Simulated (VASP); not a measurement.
Band structure of P (black). Method: rev-vdW-DF2, VASP's PBE PAW potentials (set 64) (plane waves; VASP 6.6.1).

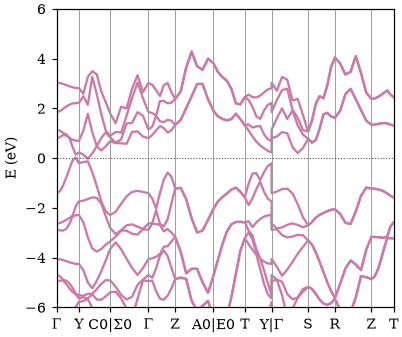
*Bands along high-symmetry lines, zero at the valence-band maximum or, without a gap, the Fermi level*

Task: Read the plot: is there a gap, and where are the band edges?

Result: It has no gap at this level: it comes out as a metal or semimetal. (Edges off the drawn lines would not show.)

Measured: gap 0.35 eV (computed value off by -0.35 eV), as given by Das et al., (2018), arXiv:1807.05623.

The compound is P in the black structure. It was relaxed first.
